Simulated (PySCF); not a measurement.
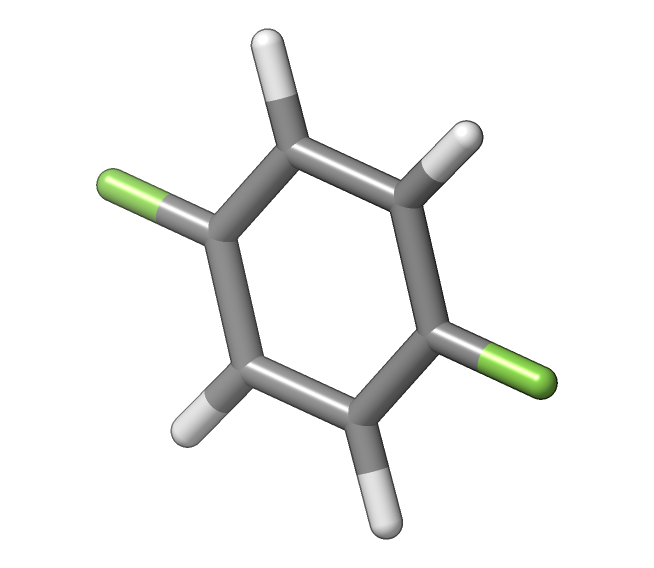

A stick model of a molecule. Every bond is drawn as one stick, whatever its order. Colours: fluorine green, carbon grey, hydrogen white.

> Which formula does it have?

C₆H₄F₂, 12 atoms: 6 carbon, 4 hydrogen and 2 fluorine.

> Describe its rings.

Independent rings (smallest set): 1 of 6 members, 1 of them aromatic.

> How many atoms are distinct by symmetry?

4: 2 F, 2 C, 4 C, 4 H.

> Name functional groups in it.

Among them: C–F bond.

> Give the symmetry (Schoenflies symbol).

D2h.

The parts below concern this one geometry. Atoms keep their numbers from picture to picture. The computed structure is the end point of a PBE0-D3(BJ)/def2-TZVP optimisation. No frequency run is at hand to confirm it as a minimum.

Shape

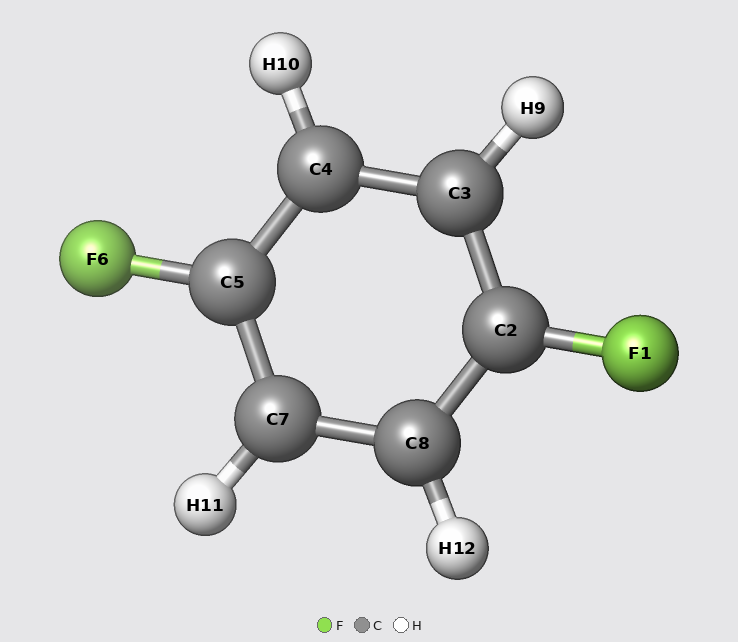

The atoms are numbered. No frequency run is at hand to confirm it as a minimum.

Give the bond lengths.

| bond | length (Å) | order |
| --- | --- | --- |
| F1–C2 | 1.339 | single |
| C2–C3 | 1.381 | aromatic |
| C2–C8 | 1.381 | aromatic |
| C3–C4 | 1.387 | aromatic |
| C3–H9 | 1.083 | single |
| C4–C5 | 1.381 | aromatic |
| C4–H10 | 1.083 | single |
| C5–F6 | 1.339 | single |
| C5–C7 | 1.381 | aromatic |
| C7–C8 | 1.387 | aromatic |
| C7–H11 | 1.083 | single |
| C8–H12 | 1.083 | single |

NMR shielding

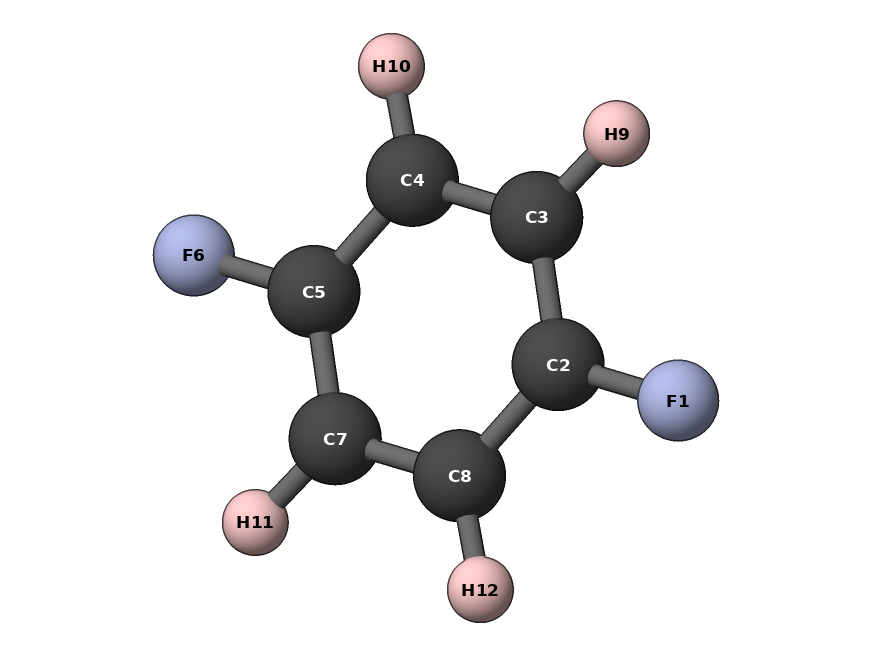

No frequency run is at hand to confirm it as a minimum. Properties computed with GIAO B97-2/pcSseg-2 NMR shielding, non-relativistic, gas phase (PySCF 2.14.0). Principal shieldings σ11 ≤ σ22 ≤ σ33, span Ω = σ33 − σ11, skew κ = 3(σiso − σ22)/Ω.

Give the shielding tensors of the F atoms.

| atom | σ11 | σ22 | σ33 | σiso | Ω | κ |
| --- | --- | --- | --- | --- | --- | --- |
| F1, F6 | 221.2 | 307.5 | 370.6 | 299.8 | 149.4 | −0.16 |

Shieldings and span in ppm.

Spin–spin coupling

No frequency run is at hand to confirm it as a minimum. Level of theory: PBE0/pcJ-2 indirect spin-spin coupling, non-relativistic, gas phase (PySCF 2.14.0). Isotopes: 13C, 19F, 1H.

Give the spin–spin coupling constants of these pairs, with the number of bonds between them: F1/C2, C5/F6, F1/C3, F1/C7, F1/H9, F1/C4, C3/F6, F6/H11, F6/H10, F6/C8.

```csv
pair,bonds apart,J (Hz)
"F1, C2",1,−303.6
"C5, F6",1,−303.5
"F1, C3",2,24.0
"F1, C7",3,4.8
"F1, H9",3,6.6
"F1, C4",3,4.8
"C3, F6",3,4.9
"F6, H11",3,6.6
"F6, H10",3,6.7
"F6, C8",3,4.8
```

Density functionals are unreliable for couplings to fluorine, so those rows may be far off.

Levels of theory compared

No frequency run is at hand to confirm it as a minimum. Program: PySCF 2.14.0.

Tabulate HOMO energy (eV), HOMO–LUMO gap (eV) at these levels: B3LYP/pcJ-2; B97-2/pcJ-2; B97-2/pcSseg-2; KT3/pcSseg-2; PBE0/pcJ-2; PBE0/pcSseg-2; WP04/pcSseg-2 in chloroform (IEF-PCM); ωB97X-D/pcSseg-2; ωB97X-D/pcSseg-2 in chloroform (IEF-PCM).

```
                                   level  HOMO energy (eV)  HOMO–LUMO gap (eV)
                             B3LYP/pcJ-2             −6.99                5.90
                             B97-2/pcJ-2             −6.94                6.03
                          B97-2/pcSseg-2             −6.94                6.03
                            KT3/pcSseg-2             −6.11                4.42
                              PBE0/pcJ-2             −7.19                6.30
                           PBE0/pcSseg-2             −7.19                6.31
   WP04/pcSseg-2 in chloroform (IEF-PCM)             −8.33                5.52
                        ωB97X-D/pcSseg-2             −8.95                9.81
ωB97X-D/pcSseg-2 in chloroform (IEF-PCM)             −8.88                9.88
```
